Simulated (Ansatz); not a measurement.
## Electronic structure of F2S2 (SMILES FSSF) in real space

The calculation's input:

```
crystal:
  periodic: [false, false, false]
  atoms:
    - {symbol: F, position_ang: [-0.058964, -1.645638, 1.345007]}
    - {symbol: F, position_ang: [0.921209, 0.961015, -1.068725]}
    - {symbol: S, position_ang: [0.050825, 1.059008, 0.332601]}
    - {symbol: S, position_ang: [-0.964408, -0.515616, 0.548697]}
basis:
  gaussian:
    orbitals: def2-TZVPD
hamiltonian:
  xc: {name: PBE0}
output: {forces: true, orbitals: {seedname: orbitals}}
```

Run with:

```sh
ansatz run input.yaml --threads 2 --pin off --max-ram 4350MiB --events-out events.jsonl --progress --plain --runs-dir runs
```

Geometry: r2SCAN-D4/def2-TZVP.

Method: isolated molecule in a Gaussian basis; Kohn-Sham density functional theory, functional PBE0 (Ansatz 0.2.0).

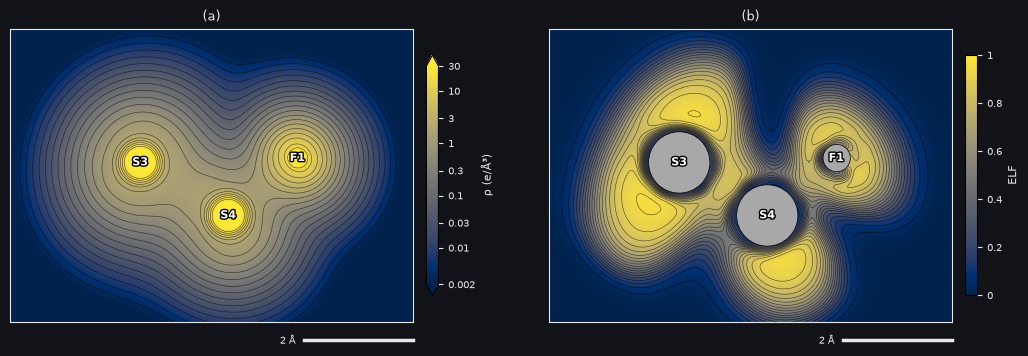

Figure 1. (a) total electron density; (b) ELF on the plane of atoms F1, S4 and S3. Grey discs cover the atomic cores in the ELF map.

Describe what can be read from this map.

Answer. The section cuts through F and S sites.
S–F (1.65 Å): ρ is about 1.3 e/Å³ halfway; the ELF peaks at about 0.75 between the atoms, as expected for a shared but strongly polarised pair.
S–S (1.89 Å): the density is about 1.4 e/Å³ at the midpoint; the ELF peaks at about 0.85 between the atoms: a covalent bond.
The ELF also peaks beside S4, S3 and F1, away from the bonds: lone-pair regions.

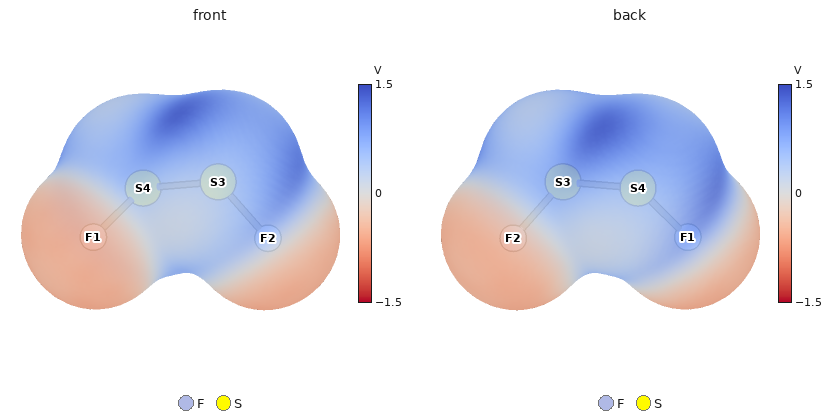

Figure 2. The electrostatic potential painted on the density surface at 0.002 e/bohr³, seen from the front and from behind; red is negative and blue positive.

Where is the surface potential most negative and most positive?

Answer. The most negative region (about −0.6 V) lies over F1 and F2, the most positive (about +1.3 V) over S3 and S4.

What dipole moment does the calculation give?

Answer. Its dipole moment is 1.49 D.

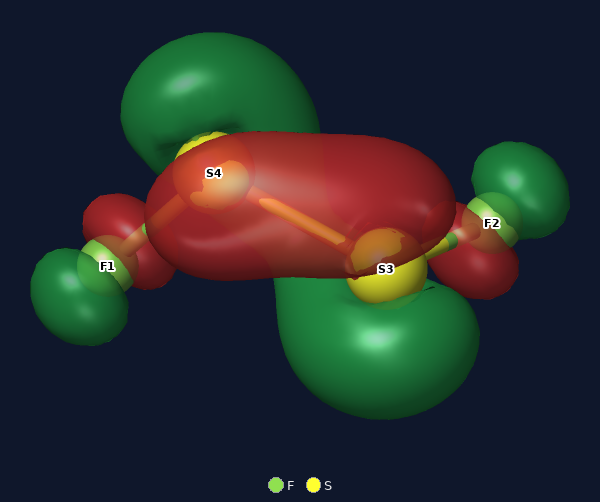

Figure 3. One frontier orbital at ±0.15 Å⁻³ᐟ² (green and red are the two phases), seen from one side.

Which orbital is it: HOMO or LUMO?

Answer. The HOMO, at −8.61 eV. It lies mainly on S4 (about 40 %), S3 (about 40 %), F2 (about 10 %) and F1 (about 10 %).
